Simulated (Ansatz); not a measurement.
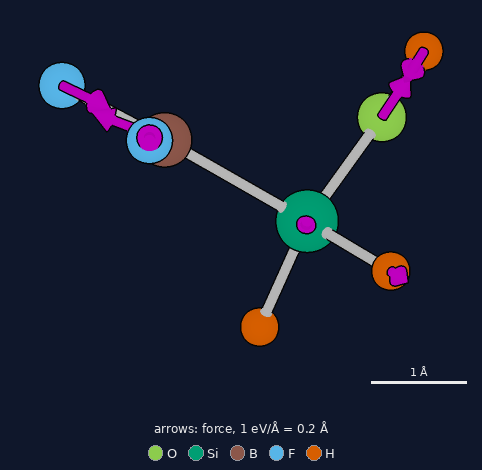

Starting geometry of BSiH3OF2 (coarse preliminary run) with the computed forces as purple arrows. A ball-and-stick model, seen at a tilt.

The start comes from a force field.

The calculation used Ansatz 0.2.0, RKS PBE-D4/def2-SVP.

Input file:
```yaml
crystal:
  periodic: [false, false, false]
  atoms:
    - {symbol: O, position_ang: [-0.763600, 0.649100, 1.501700]}
    - {symbol: Si, position_ang: [-0.008300, -0.493600, 0.545500]}
    - {symbol: B, position_ang: [0.547200, 0.299200, -1.141300]}
    - {symbol: F, position_ang: [0.175100, -0.223000, -2.385500]}
    - {symbol: F, position_ang: [1.491800, 1.412000, -1.135600]}
    - {symbol: H, position_ang: [-1.662200, 0.876700, 1.008300]}
    - {symbol: H, position_ang: [1.192800, -0.985900, 1.287900]}
    - {symbol: H, position_ang: [-0.880600, -1.591700, 0.263200]}
basis:
  gaussian: {orbitals: def2-SVP}
hamiltonian: {xc: pbe, dispersion: d4}
relax: {f_tol: 0.03, max_steps: 200}
```

Command:
```bash
ansatz run in.yaml --threads 2 --pin off --events-out ev --progress --plain --max-ram 4352MiB
```

### Is this structure relaxed? If not, where do the atoms go?

It isn't relaxed: the largest force vector, on B3, is 4.30 eV/Å. The final displacements follow the starting forces only in part (cosine between the two patterns 0.35). Over 18 accepted moves (21 points after the start) the energy falls by 16.8 kcal/mol. The largest force component goes from 3.1 to 0.019 eV/Å. The line search rejected the trial steps at points 2, 8, 20 of the run. The forces were under the threshold at step 18, but the run went on from there. The atom that moves furthest after the best rigid fit is F5 (1.27 Å). By element the largest moves are F 1.27 Å, H 0.73 Å, O 0.16 Å, Si 0.13 Å, B 0.05 Å. Near-neighbour distances that change, for instance: B3–F5 1.460 → 1.336 Å, Si2–B3 1.945 → 2.041 Å, Si2–H8 1.431 → 1.512 Å, O1–H6 1.050 → 0.973 Å. Bond angles that change, for instance: Si2–O1–H6 105.4° → 113.7°, H7–Si2–H8 109.6° → 107.4°. Groups turn about Si2–B3 by about 70°, O1–Si2 by about 30°. The run took 33 s on 2 threads of Arm Neoverse V1 (shared host).
